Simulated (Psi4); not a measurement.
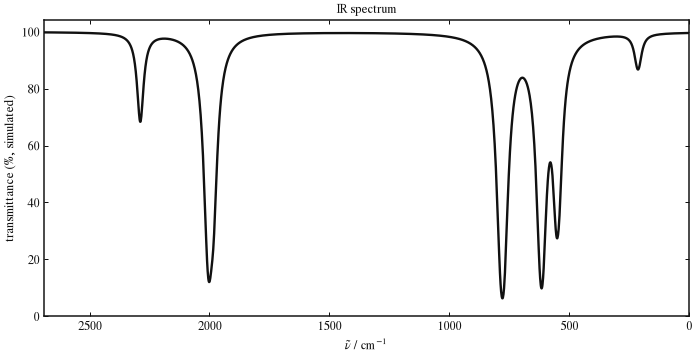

Unscaled harmonic wavenumbers and double-harmonic intensities, B3LYP/def2-TZVP (dispersion D3(BJ)) in Psi4, at a geometry relaxed at this level, isolated molecule. Modes within 2 cm⁻¹ of each other count as one line, with their intensities summed. Lorentzian lines of 30 cm⁻¹ full width. Close modes add up in the curve.

Whose IR spectrum is this?
A. AsH₂, SMILES [AsH2], doublet
B. CH₂AlN, SMILES N#[C][AlH2], singlet
C. GaNH₃, SMILES [NH2][GaH], doublet
D. NH₃, SMILES N

Option B. It has its most intense lines at 777.9, 614.7 and 2002.5 cm⁻¹.
